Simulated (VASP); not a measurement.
Band structure of TlGaSe2 (space group I4/mcm). Calculation: r2SCAN meta-GGA, VASP's PBE PAW potentials (set 64) (plane waves; VASP).

Unless said otherwise, spin-orbit coupling is left out, though it shifts the bands of the heavy elements here.

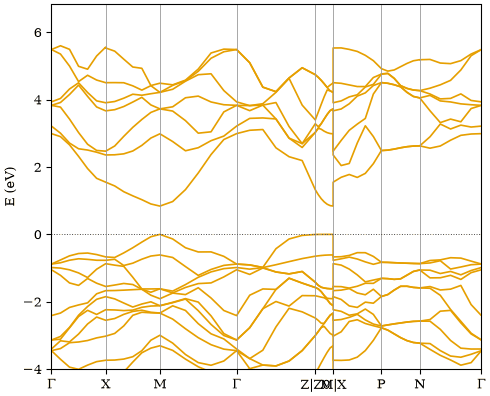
Figure: Bands along high-symmetry lines, zero at the valence-band maximum or, without a gap, the Fermi level

**Question.** Read the plot: is there a gap, and where are the band edges?

**Answer.** The gap is direct, 0.84 eV, from the valence maximum at M to the conduction minimum at M.

The structure comes from a computed database's TlGaSe2 entry (I4/mcm); how it stands against other phases isn't given here. It was relaxed first.
